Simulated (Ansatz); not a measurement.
# ClH$_{3}$Si···CH$_{3}$ (doublet): what the fields show

Input file:

```
crystal:
  periodic: [false, false, false]
  atoms:
    - { symbol: H, position_ang: [0.346795, 0.172684, -0.088955] }
    - { symbol: Si, position_ang: [0.848832, 0.07247, -1.438707] }
    - { symbol: Cl, position_ang: [-0.396026, -1.217162, -2.499732] }
    - { symbol: C, position_ang: [-0.956656, 0.017135, 1.88919] }
    - { symbol: H, position_ang: [0.82897, 1.39015, -2.107879] }
    - { symbol: H, position_ang: [2.21776, -0.484631, -1.456603] }
    - { symbol: H, position_ang: [-0.184396, -0.585237, 2.341724] }
    - { symbol: H, position_ang: [-0.925604, 1.091164, 1.984121] }
    - { symbol: H, position_ang: [-1.779674, -0.456574, 1.376741] }
magnetization:
  spin_polarized: true
  initial_magnetization: 1
basis:
  gaussian: { orbitals: def2-mTZVP }
hamiltonian:
  xc: b3lyp
  dispersion: d4
relax:
  f_tol: 0.03
  max_steps: 50
output:
  orbitals: {}
```

Launched as:

```sh
ansatz run input.yaml --threads 2 --pin off --max-ram 3072MiB --backend cpu --events-out ev --progress --plain --runs-dir out
```

The fields are those of the run's last geometry, not of the input's.

Theory: Ansatz 0.2.0, UKS B3LYP-D4/def2-mTZVP.

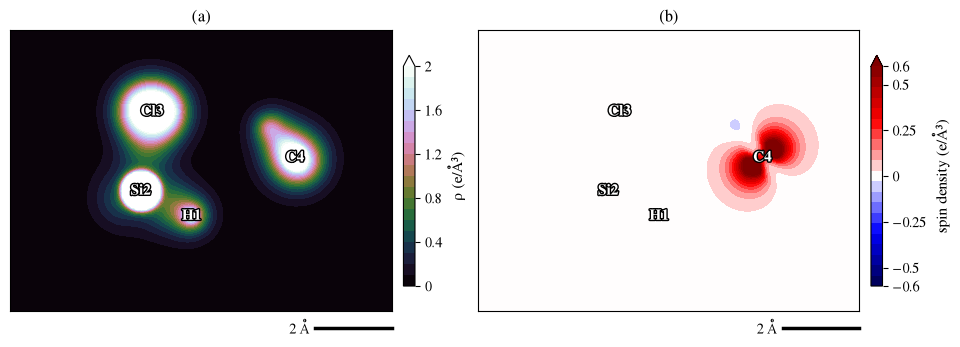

Figure 1. (a) total electron density; (b) spin density (α minus β) on the plane of atoms H1, Si2 and Cl3.

### Describe what can be read from this map.

Atoms in the plane: H, Si, Cl and C.
Si–Cl (2.08 Å): ρ at the midpoint is about 0.84 e/Å³.
Si–H (1.48 Å): the density is about 0.83 e/Å³ at the midpoint.
The unpaired spin (1 electron) lies mostly on C4 (about 0.8), in electrons by Hirshfeld's partition.

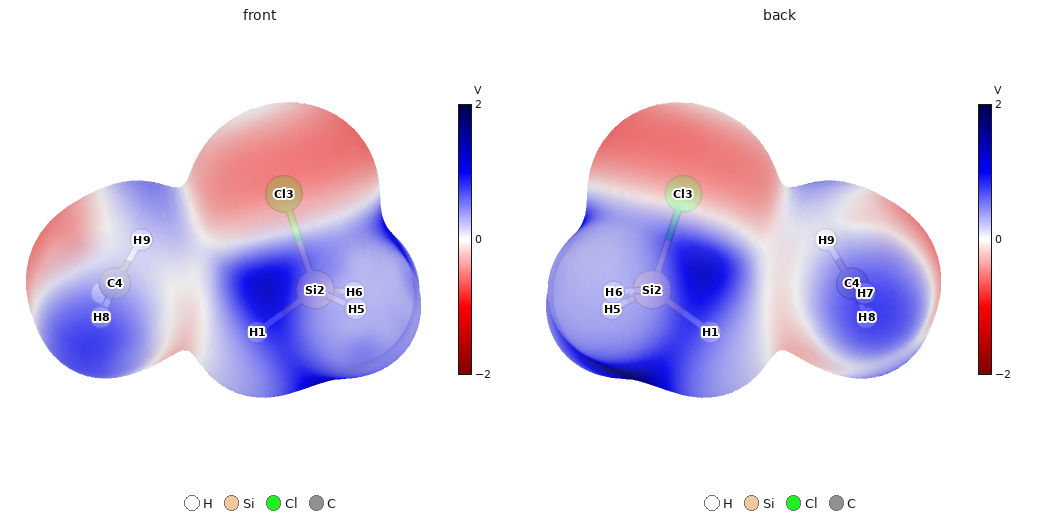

Figure 2. The molecular electrostatic potential painted on the density surface at 0.002 e/bohr³, seen from the front and from behind; the colour scale runs from red (negative) to blue (positive).

### Describe the electrostatic potential map.

The most negative region (about −0.6 V) lies over Cl3, the most positive (about +1.8 V) over Si2.

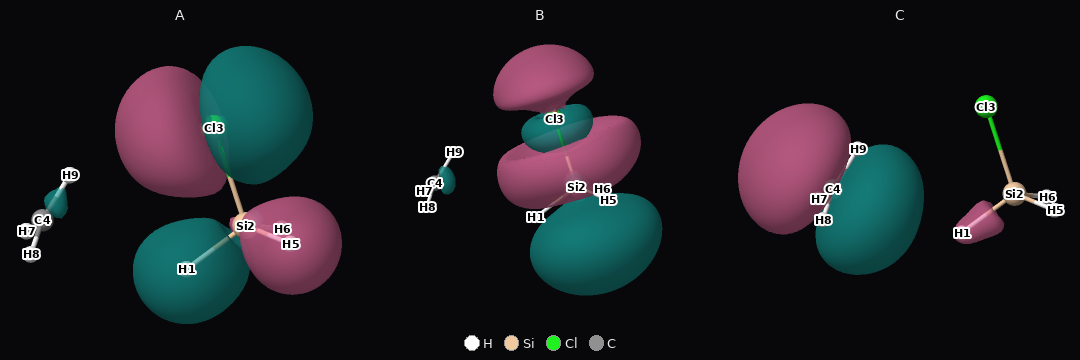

Figure 3. Three frontier orbitals at ±0.06 Å⁻³ᐟ² (teal and pink are the two phases), in no order.

### Order the three orbitals by energy and name them. All are α orbitals.

A is the HOMO−1 (α) (−8.73 eV). By Hirshfeld shares it lies mainly on Cl3 (about 70 %), Si2 (about 10 %), H1 (about 10 %) and H5 (about 5 %); largely a lone pair of Cl3. C is the HOMO (α) (−6.34 eV). Its weight (Hirshfeld) is mainly on C4 (about 80 %), H8 (about 5 %), H7 (about 5 %) and H9 (about 5 %). B is the LUMO (α) (−0.39 eV). By Hirshfeld shares it lies mainly on Si2 (about 55 %) and Cl3 (about 25 %).

### What is the gap between the highest occupied and lowest empty α orbitals?

5.95 eV between the orbital energies.
